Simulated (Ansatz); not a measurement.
## Si14H22: geometry relaxation (part 2 of 2)

Si14H22 (Si14H24 off disc), multiplicity 3; UKS PBE-D4/def2-SVP (Ansatz 0.2.0). The geometry: PBE-D4/def2-SVP start.

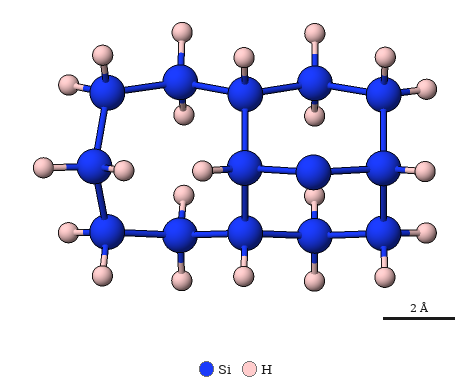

The geometry at step 5 of the log (ball-and-stick view, seen at a tilt).

Trajectory as extended XYZ (Å, eV, eV/Å), 6 of the 7 frames kept, from step=1 to step=7
```
36
Properties=species:S:1:pos:R:3:forces:R:3 step=1 energy=-110554.73798
Si   -4.1061    1.3039    0.1770   -0.0017  -0.0002   0.0025
Si    1.4325   -4.1506    0.0772   -0.1325  -0.0233   0.1426
Si   -1.2858   -1.4922    0.1874    0.0121  -0.1297   0.1334
Si    1.4668   -1.4624    3.0253   -0.0051   0.0003  -1.2268
Si    1.4913    1.2880    0.1883    0.1279  -0.0121   0.1326
Si   -1.3093    4.1046    0.1776    0.0003   0.0017   0.0020
Si    4.1520   -1.4280    0.0763    0.0228   0.1312   0.1420
Si   -2.8261   -0.2304   -1.0692    0.0207   0.0401  -0.0238
Si   -2.9177    2.9137    1.4196    0.0001   0.0001   0.0040
Si   -0.1145   -2.9575   -1.2263   -0.0106  -0.0203  -0.0221
Si    2.7242   -2.7210    1.4468    0.2513  -0.2474   0.4909
Si    0.2277    2.8272   -1.0679   -0.0391  -0.0209  -0.0239
Si    2.9568    0.1182   -1.2262    0.0204   0.0108  -0.0218
Si    0.1773   -0.1771    1.4934   -0.2512   0.2551   0.5229
H    -5.0100    2.0378   -0.7842    0.0004   0.0008  -0.0004
H    -4.9840    0.5206    1.1219    0.0018  -0.0001   0.0002
H     2.3534   -5.0035   -0.7619    0.0348   0.0301  -0.0174
H     0.6433   -5.0720    0.9752   -0.0006   0.0032  -0.0153
H    -2.0733   -2.3490    1.1537    0.0037   0.0163  -0.0129
H     2.3474    2.0758    1.1548   -0.0166  -0.0040  -0.0127
H    -2.0444    5.0070   -0.7841   -0.0008  -0.0003  -0.0002
H    -0.5281    4.9841    1.1227    0.0000  -0.0019   0.0004
H     5.0050   -2.3483   -0.7633   -0.0297  -0.0344  -0.0178
H     5.0734   -0.6383    0.9738   -0.0033   0.0005  -0.0151
H    -3.7797   -1.2028   -1.7230    0.0121  -0.0122   0.0068
H    -2.0839    0.4847   -2.1667   -0.0114   0.0034  -0.0065
H    -3.9258    3.9203    1.9218    0.0010  -0.0011   0.0005
H    -2.2753    2.2718    2.6195   -0.0036   0.0036  -0.0023
H    -1.0942   -3.9138   -1.8605   -0.0020   0.0021  -0.0177
H     0.5700   -2.1858   -2.3223   -0.0028   0.0015  -0.0001
H     3.6516   -3.6469    2.2063    0.0444  -0.0447  -0.0645
H    -0.4858    2.0843   -2.1660   -0.0036   0.0115  -0.0066
H     1.1990    3.7825   -1.7209    0.0119  -0.0117   0.0066
H     2.1849   -0.5669   -2.3217   -0.0015   0.0028  -0.0002
H     3.9120    1.0986   -1.8610   -0.0021   0.0020  -0.0178
H    -0.7247    0.7237    2.3064   -0.0477   0.0473  -0.0615
36
Properties=species:S:1:pos:R:3:forces:R:3 step=2 energy=-110554.91061
Si   -4.1052    1.3038    0.1772   -0.0011  -0.0135  -0.0123
Si    1.4231   -4.1625    0.0946    0.1253  -0.0362   0.0061
Si   -1.2945   -1.4995    0.2034   -0.0457   0.1119   0.0023
Si    1.4647   -1.4614    2.8306   -0.0133   0.0116  -0.2216
Si    1.4984    1.2968    0.2041   -0.1117   0.0455   0.0023
Si   -1.3092    4.1038    0.1778    0.0135   0.0012  -0.0122
Si    4.1640   -1.4187    0.0936    0.0363  -0.1250   0.0062
Si   -2.8208   -0.2285   -1.0673   -0.0328  -0.0826  -0.0216
Si   -2.9179    2.9139    1.4202   -0.0305   0.0303  -0.0095
Si   -0.1190   -2.9627   -1.2167    0.0658   0.0689   0.0632
Si    2.8049   -2.8014    1.4500   -0.1169   0.1168  -0.0357
Si    0.2259    2.8220   -1.0662    0.0825   0.0330  -0.0220
Si    2.9621    0.1226   -1.2167   -0.0689  -0.0660   0.0631
Si    0.0950   -0.0947    1.5021    0.1441  -0.1436  -0.0306
H    -5.0091    2.0377   -0.7840    0.0030   0.0064   0.0054
H    -4.9831    0.5205    1.1221    0.0022  -0.0002   0.0021
H     2.3538   -4.9962   -0.7554   -0.0577  -0.0493  -0.0488
H     0.6329   -5.0871    0.9850    0.0017  -0.0122   0.0114
H    -2.0838   -2.3550    1.1658   -0.0081   0.0164   0.0162
H     2.3533    2.0864    1.1669   -0.0165   0.0082   0.0161
H    -2.0443    5.0062   -0.7839   -0.0064  -0.0029   0.0055
H    -0.5279    4.9831    1.1229    0.0003  -0.0022   0.0021
H     4.9978   -2.3487   -0.7571    0.0493   0.0578  -0.0490
H     5.0885   -0.6279    0.9836    0.0123  -0.0016   0.0112
H    -3.7723   -1.2050   -1.7188   -0.0194   0.0202  -0.0145
H    -2.0846    0.4871   -2.1684    0.0082  -0.0014   0.0060
H    -3.9260    3.9204    1.9223    0.0008  -0.0007   0.0049
H    -2.2759    2.2724    2.6202   -0.0142   0.0142   0.0107
H    -1.0963   -3.9150   -1.8610   -0.0032   0.0012   0.0252
H     0.5656   -2.1897   -2.3128    0.0018  -0.0041   0.0258
H     3.7269   -3.7222    2.2095   -0.0070   0.0071   0.0764
H    -0.4881    2.0852   -2.1679    0.0013  -0.0080   0.0059
H     1.2012    3.7753   -1.7168   -0.0203   0.0195  -0.0146
H     2.1888   -0.5624   -2.3123    0.0042  -0.0017   0.0256
H     3.9132    1.1008   -1.8615   -0.0012   0.0033   0.0252
H    -0.8017    0.8006    2.3151    0.0222  -0.0221   0.0735
36
Properties=species:S:1:pos:R:3:forces:R:3 step=3 energy=-110554.96814
Si   -4.1175    1.3047    0.1596   -0.0096  -0.0027   0.0064
Si    1.4407   -4.2324    0.0815   -0.0132   0.0131  -0.0391
Si   -1.3296   -1.4878    0.2200    0.0016   0.0270   0.0125
Si    1.4990   -1.4966    2.6980   -0.0020   0.0016  -0.0596
Si    1.4867    1.3317    0.2205   -0.0271  -0.0017   0.0123
Si   -1.3101    4.1159    0.1602    0.0026   0.0097   0.0064
Si    4.2338   -1.4361    0.0805   -0.0132   0.0132  -0.0389
Si   -2.8508   -0.2459   -1.0815   -0.0097  -0.0065  -0.0234
Si   -2.9278    2.9238    1.3905   -0.0194   0.0194  -0.0324
Si   -0.1203   -2.9676   -1.1568   -0.0153   0.0068   0.0305
Si    2.8612   -2.8577    1.3766   -0.0096   0.0095   0.0167
Si    0.2432    2.8521   -1.0805    0.0063   0.0099  -0.0234
Si    2.9671    0.1240   -1.1570   -0.0068   0.0151   0.0305
Si    0.0937   -0.0934    1.4775   -0.0160   0.0161   0.0639
H    -5.0291    2.0422   -0.7911    0.0010  -0.0047  -0.0104
H    -4.9895    0.5315    1.1187    0.0003   0.0010  -0.0006
H     2.2299   -5.1155   -0.8574    0.0189  -0.0003   0.0118
H     0.6720   -5.1215    1.0260   -0.0005   0.0023   0.0068
H    -2.1084   -2.3086    1.2218   -0.0003   0.0116  -0.0133
H     2.3068    2.1108    1.2227   -0.0115   0.0005  -0.0134
H    -2.0488    5.0263   -0.7908    0.0047  -0.0010  -0.0105
H    -0.5389    4.9893    1.1196   -0.0010  -0.0005  -0.0006
H     5.1168   -2.2246   -0.8590    0.0003  -0.0189   0.0118
H     5.1228   -0.6668    1.0245   -0.0022   0.0007   0.0067
H    -3.8103   -1.2073   -1.7411   -0.0118  -0.0049  -0.0050
H    -2.0990    0.4655   -2.1750    0.0133  -0.0007   0.0008
H    -3.9404    3.9349    1.8751    0.0043  -0.0043   0.0016
H    -2.2999    2.2963    2.6031    0.0150  -0.0149   0.0304
H    -1.1053   -3.8960   -1.8261    0.0128  -0.0155   0.0241
H     0.5687   -2.1890   -2.2450    0.0189   0.0134   0.0058
H     3.7196   -3.7147    2.2767    0.0160  -0.0160  -0.0393
H    -0.4667    2.0998   -2.1747    0.0007  -0.0133   0.0006
H     1.2033    3.8133   -1.7392    0.0049   0.0117  -0.0049
H     2.1885   -0.5654   -2.2449   -0.0133  -0.0189   0.0058
H     3.8944    1.1099   -1.8266    0.0156  -0.0128   0.0240
H    -0.7559    0.7552    2.3937    0.0451  -0.0452   0.0057
36
Properties=species:S:1:pos:R:3:forces:R:3 step=5 energy=-110554.97974
Si   -4.1280    1.3129    0.1319   -0.0032   0.0055  -0.0064
Si    1.4423   -4.2370    0.0679   -0.0075   0.0019  -0.0051
Si   -1.3384   -1.4651    0.2530   -0.0002   0.0023   0.0110
Si    1.5333   -1.5312    2.6810    0.0018  -0.0018   0.0024
Si    1.4637    1.3405    0.2533   -0.0023   0.0001   0.0110
Si   -1.3183    4.1265    0.1325   -0.0055   0.0032  -0.0065
Si    4.2382   -1.4376    0.0670   -0.0019   0.0075  -0.0051
Si   -2.8471   -0.2440   -1.0848    0.0012  -0.0004  -0.0050
Si   -2.9322    2.9283    1.3619   -0.0035   0.0035   0.0035
Si   -0.1315   -2.9489   -1.1233   -0.0032   0.0049   0.0001
Si    2.8884   -2.8849    1.3513    0.0036  -0.0036  -0.0074
Si    0.2411    2.8483   -1.0840    0.0004  -0.0012  -0.0050
Si    2.9483    0.1352   -1.1235   -0.0049   0.0032   0.0001
Si    0.1017   -0.1014    1.5255    0.0111  -0.0110   0.0118
H    -5.0309    2.0429   -0.8327   -0.0016   0.0029  -0.0024
H    -5.0063    0.5468    1.0906   -0.0002   0.0008  -0.0006
H     2.2158   -5.1146   -0.8889    0.0024   0.0002  -0.0016
H     0.6888   -5.1299    1.0214    0.0022  -0.0013   0.0004
H    -2.1343   -2.2838    1.2416   -0.0033  -0.0019  -0.0005
H     2.2818    2.1368    1.2420    0.0019   0.0033  -0.0006
H    -2.0493    5.0284   -0.8323   -0.0029   0.0017  -0.0024
H    -0.5538    5.0060    1.0915   -0.0007   0.0001  -0.0006
H     5.1160   -2.2104   -0.8904   -0.0002  -0.0024  -0.0015
H     5.1312   -0.6834    1.0199    0.0012  -0.0022   0.0004
H    -3.7962   -1.2169   -1.7437    0.0026  -0.0040   0.0008
H    -2.0829    0.4579   -2.1760    0.0055  -0.0025   0.0010
H    -3.9394    3.9340    1.8680    0.0030  -0.0030   0.0006
H    -2.2918    2.2884    2.5648    0.0047  -0.0047  -0.0065
H    -1.1198   -3.8783   -1.7858    0.0005   0.0000   0.0031
H     0.5563   -2.1662   -2.2107   -0.0053   0.0001   0.0031
H     3.7640   -3.7591    2.2167    0.0005  -0.0005  -0.0016
H    -0.4593    2.0839   -2.1760    0.0025  -0.0055   0.0010
H     1.2129    3.7992   -1.7419    0.0040  -0.0026   0.0008
H     2.1658   -0.5530   -2.2108   -0.0001   0.0053   0.0032
H     3.8766    1.1245   -1.7862    0.0000  -0.0005   0.0031
H    -0.7064    0.7055    2.5092   -0.0028   0.0028   0.0015
36
Properties=species:S:1:pos:R:3:forces:R:3 step=6 energy=-110554.98236
Si   -4.1335    1.3203    0.1093   -0.0034   0.0082  -0.0055
Si    1.4401   -4.2367    0.0588   -0.0014  -0.0161  -0.0093
Si   -1.3403   -1.4549    0.2826    0.0096  -0.0047   0.0070
Si    1.5582   -1.5562    2.6879   -0.0213   0.0214   0.0024
Si    1.4533    1.3423    0.2828    0.0047  -0.0097   0.0070
Si   -1.3256    4.1321    0.1099   -0.0082   0.0033  -0.0054
Si    4.2379   -1.4353    0.0579    0.0161   0.0014  -0.0093
Si   -2.8361   -0.2437   -1.0800   -0.0045  -0.0042   0.0027
Si   -2.9333    2.9294    1.3419    0.0024  -0.0024   0.0148
Si   -0.1434   -2.9377   -1.1044   -0.0160   0.0195  -0.0060
Si    2.9024   -2.8990    1.3370   -0.0072   0.0072  -0.0064
Si    0.2406    2.8373   -1.0794    0.0042   0.0046   0.0027
Si    2.9370    0.1471   -1.1047   -0.0195   0.0160  -0.0060
Si    0.1117   -0.1116    1.5657    0.0140  -0.0140  -0.0218
H    -5.0288    2.0501   -0.8626    0.0022  -0.0024  -0.0042
H    -5.0184    0.5598    1.0662   -0.0018   0.0000  -0.0008
H     2.2000   -5.1050   -0.9173    0.0059  -0.0019   0.0010
H     0.6991   -5.1396    1.0128    0.0018   0.0026  -0.0006
H    -2.1486   -2.2771    1.2583    0.0006   0.0018   0.0022
H     2.2749    2.1511    1.2587   -0.0018  -0.0006   0.0021
H    -2.0565    5.0265   -0.8620    0.0024  -0.0022  -0.0043
H    -0.5666    5.0179    1.0672    0.0000   0.0019  -0.0008
H     5.1063   -2.1945   -0.9186    0.0019  -0.0058   0.0010
H     5.1407   -0.6934    1.0114   -0.0026  -0.0018  -0.0006
H    -3.7698   -1.2336   -1.7360    0.0006   0.0035   0.0013
H    -2.0641    0.4482   -2.1720    0.0062  -0.0047   0.0021
H    -3.9350    3.9296    1.8694    0.0057  -0.0056   0.0020
H    -2.2777    2.2745    2.5295   -0.0024   0.0024  -0.0107
H    -1.1413   -3.8587   -1.7640    0.0022  -0.0065   0.0052
H     0.5337   -2.1510   -2.1960    0.0009  -0.0001   0.0066
H     3.7820   -3.7771    2.1932    0.0084  -0.0084  -0.0014
H    -0.4497    2.0651   -2.1722    0.0047  -0.0062   0.0022
H     1.2296    3.7727   -1.7343   -0.0035  -0.0007   0.0013
H     2.1507   -0.5306   -2.1963    0.0001  -0.0009   0.0066
H     3.8570    1.1460   -1.7643    0.0064  -0.0022   0.0052
H    -0.6865    0.6855    2.5637   -0.0073   0.0073   0.0179
36
Properties=species:S:1:pos:R:3:forces:R:3 step=7 energy=-110554.98340
Si   -4.1370    1.3260    0.0942    0.0006   0.0010  -0.0052
Si    1.4384   -4.2367    0.0505   -0.0025  -0.0160  -0.0073
Si   -1.3427   -1.4509    0.3029    0.0088  -0.0032   0.0036
Si    1.5697   -1.5677    2.6908   -0.0178   0.0178  -0.0018
Si    1.4492    1.3447    0.3030    0.0032  -0.0089   0.0036
Si   -1.3312    4.1357    0.0948   -0.0010  -0.0006  -0.0052
Si    4.2379   -1.4336    0.0497    0.0160   0.0024  -0.0072
Si   -2.8300   -0.2452   -1.0750   -0.0094  -0.0030   0.0082
Si   -2.9327    2.9288    1.3303   -0.0025   0.0025   0.0134
Si   -0.1535   -2.9313   -1.0933   -0.0069   0.0108  -0.0033
Si    2.9076   -2.9041    1.3261   -0.0052   0.0052  -0.0007
Si    0.2420    2.8312   -1.0744    0.0031   0.0095   0.0082
Si    2.9306    0.1572   -1.0936   -0.0108   0.0070  -0.0033
Si    0.1157   -0.1155    1.5876    0.0087  -0.0087  -0.0224
H    -5.0253    2.0529   -0.8863    0.0055  -0.0007  -0.0013
H    -5.0280    0.5686    1.0480   -0.0030   0.0026  -0.0002
H     2.1927   -5.1000   -0.9347    0.0028   0.0013   0.0033
H     0.7046   -5.1443    1.0057    0.0030   0.0010  -0.0004
H    -2.1543   -2.2730    1.2761    0.0011   0.0025  -0.0008
H     2.2706    2.1568    1.2763   -0.0026  -0.0011  -0.0009
H    -2.0592    5.0232   -0.8856    0.0007  -0.0055  -0.0014
H    -0.5752    5.0274    1.0490   -0.0026   0.0030  -0.0002
H     5.1014   -2.1871   -0.9359   -0.0013  -0.0028   0.0033
H     5.1453   -0.6989    1.0044   -0.0010  -0.0029  -0.0004
H    -3.7573   -1.2415   -1.7306    0.0008   0.0035   0.0006
H    -2.0495    0.4381   -2.1662    0.0056  -0.0053   0.0024
H    -3.9296    3.9243    1.8749    0.0049  -0.0049   0.0023
H    -2.2663    2.2631    2.5061   -0.0032   0.0031  -0.0106
H    -1.1562   -3.8494   -1.7499    0.0020  -0.0036   0.0032
H     0.5187   -2.1415   -2.1855   -0.0016   0.0031   0.0033
H     3.7918   -3.7868    2.1732    0.0050  -0.0050  -0.0007
H    -0.4398    2.0505   -2.1665    0.0053  -0.0056   0.0024
H     1.2375    3.7601   -1.7290   -0.0035  -0.0009   0.0006
H     2.1413   -0.5156   -2.1859   -0.0031   0.0015   0.0034
H     3.8476    1.1609   -1.7501    0.0036  -0.0020   0.0032
H    -0.6748    0.6739    2.5987   -0.0030   0.0029   0.0083
```

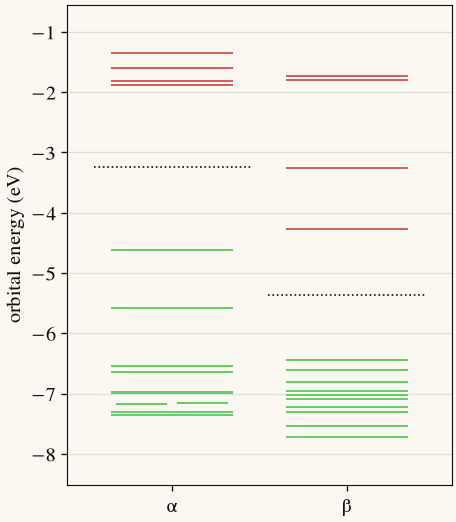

Orbital energies near the frontier for α and β spins; the dotted line parts filled from empty levels, and levels within 0.02 eV of each other stand side by side. α: highest filled −4.61 eV, lowest empty −1.89 eV, 2.72 eV apart; β: highest filled −6.44 eV, lowest empty −4.27 eV, 2.17 eV apart.

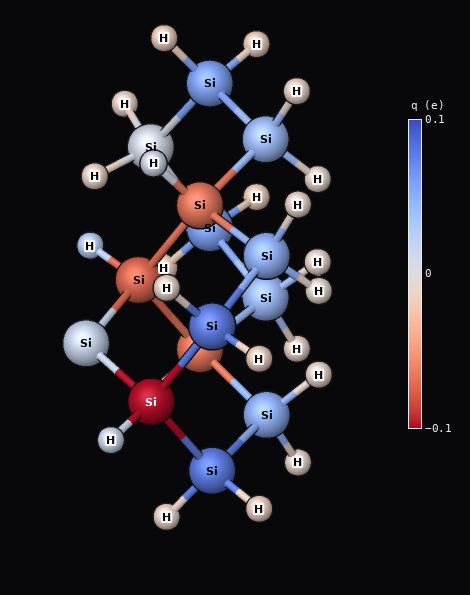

Mulliken charges, as the colour of each atom (ball-and-stick view, seen at an oblique angle; Mulliken charges depend strongly on the basis). By element: Si −0.10 to +0.08 and H −0.02 to +0.02 e.
